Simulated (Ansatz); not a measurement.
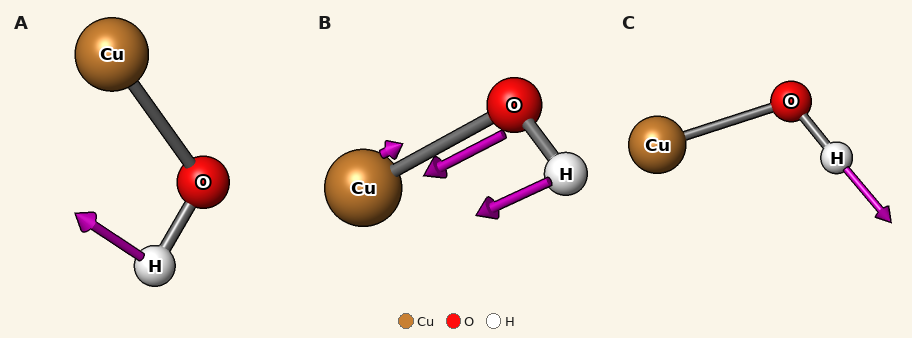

3 normal modes of one molecule or complex, as arrows. The species is neutral and a spin singlet. Harmonic vibrations computed with RKS PBE0-D4/def2-TZVP (Ansatz 0.2.0) at a stationary point of the same level.

Match the panels to the wavenumbers 608 cm⁻¹, 779 cm⁻¹, 3861 cm⁻¹.

A: 779 cm⁻¹, Cu–O–H bending
B: 608 cm⁻¹, Cu–O stretching
C: 3861 cm⁻¹, O–H stretching
